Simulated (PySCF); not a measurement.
```csv
atom,x (Å),y (Å),z (Å)
B,-0.1260,1.9963,0.0896
P,0.2590,0.2346,-0.0511
B,1.9709,-0.3480,-0.0225
Si,-1.3949,-1.2466,-0.0611
H,-1.2425,2.3444,0.1193
H,0.7500,2.7693,0.1403
H,2.8397,0.4333,0.0252
H,2.1913,-1.4962,-0.0610
H,-2.5639,-0.6173,-0.6770
H,-1.7132,-1.6577,1.3115
H,-0.9650,-2.4094,-0.8391
```

Geometry: GFN2-xTB.

Level of theory: PBE0/pcSseg-1, SCF density, gas phase, non-relativistic (PySCF).

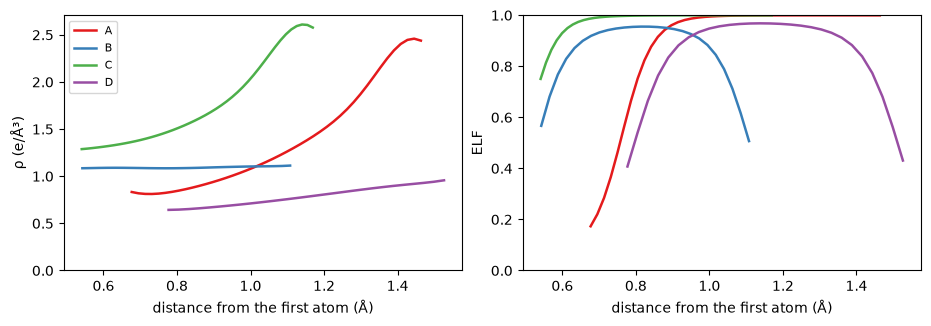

B2H7PSi (SMILES BP(B)[SiH3]). Electron density and ELF along straight lines between neighbouring atoms. The curves leave out the atomic cores.

> Which curve belongs to which contact (B–H, B–P, Si–H and Si–P)? The first atom named is at distance zero.

Curve A: Si–H (1.46 Å): the density is about 0.81 e/Å³ at the midpoint; the ELF climbs to about 1 towards the hydrogen, as it does in any bond to H. Curve B: B–P (1.81 Å): ρ at the midpoint is about 1.1 e/Å³; the ELF peaks at about 0.95 between the atoms: a covalent bond. Curve C: B–H (1.17 Å): the density is about 1.3 e/Å³ at the midpoint; the ELF climbs to about 1 towards the hydrogen: a covalent bond by its length. Curve D: Si–P (2.22 Å): ρ at the midpoint is about 0.76 e/Å³; the ELF peaks at about 0.95 between the atoms; a covalent bond.
